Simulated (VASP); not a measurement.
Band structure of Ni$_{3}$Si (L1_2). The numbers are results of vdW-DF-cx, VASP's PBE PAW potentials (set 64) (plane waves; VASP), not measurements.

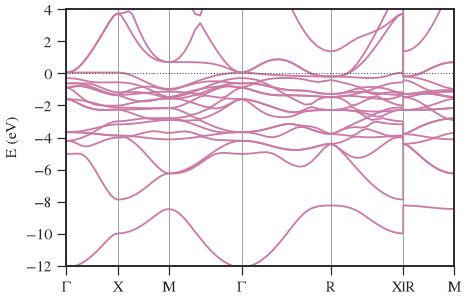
Fig. 1. Bands along high-symmetry lines, zero at the valence-band maximum or, without a gap, the Fermi level

Read the plot: is there a gap, and where are the band edges?

It has no gap at this level: it comes out as a metal or semimetal. (Edges off the drawn lines would not show.)

The compound is Ni3Si in the L1_2 structure. It was relaxed first. The run is not spin-polarised, so no magnetic state was tried.
